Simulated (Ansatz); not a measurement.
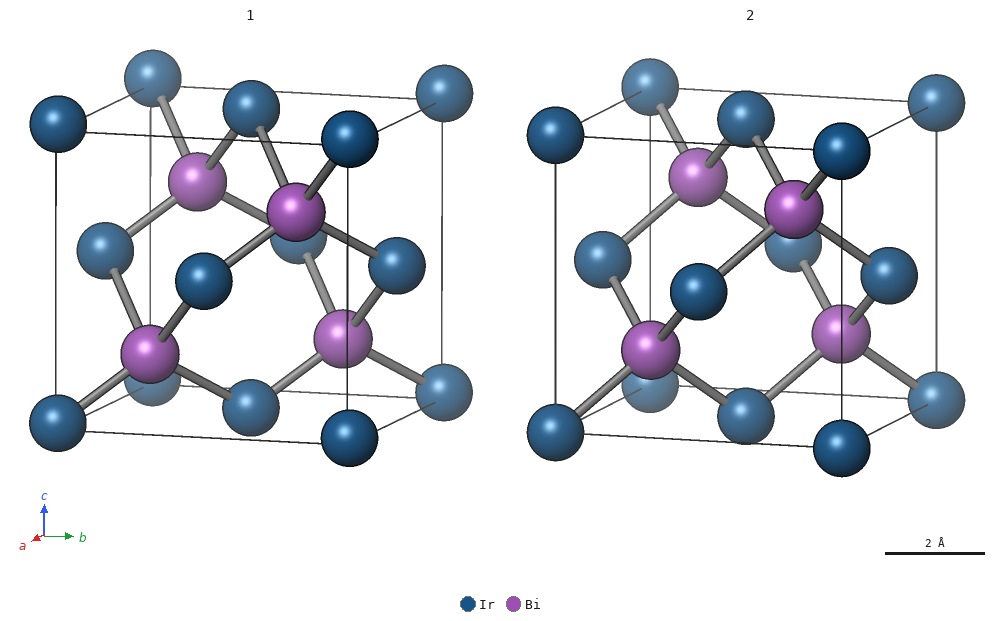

Two geometries of solid BiIr (built on the zincblende type): one is the relaxed structure, the other was perturbed away from it. Style: ball-and-stick. Shown: the conventional cell (4 times the calculation's cell), slightly off an axis. Lengths and directions refer to the drawn axes.

Level of theory: DFT PBE, scalar-relativistic, plane waves, PAW in Ansatz 0.2.0. (plane-wave cutoff 420 eV; k-point mesh 10 × 10 × 10; occupations gaussian; smearing width 0.05 eV; no spin polarisation)

Which one is perturbed?

Structure 1 is the perturbed one. The cell is strained by +2.5 % along [2 3 2], +1.3 % roughly along [1 −1 1], −0.2 % along [1 0 −1] (volume +3.7 %) and atoms are displaced by 0.17 Å relative to the cell: Bi 0.17 Å along [1 0 −1], Ir 0.17 Å along [−1 0 1]. No relaxation follows. Energy change: +306 meV per atom. Pressure: 0.0 GPa before, 1.8 GPa after. The principal stresses (compression positive) are 17.8 GPa roughly along [1 −1 −1], −4.2 GPa along [1 0 1], −8.2 GPa along [2 3 −2]. The largest forces, 4.3 eV/Å, act on Ir and Bi; on the Ir atom it points along [1 −1 −1]. The forces mostly point back along the displacements (cosine −0.89). Among the bonded contacts that change: Bi–Ir 2.657 → 2.397 to 2.937 Å. The space group (tolerance 0.01 Å) goes from F-43m (No. 216) to P1 (No. 1).
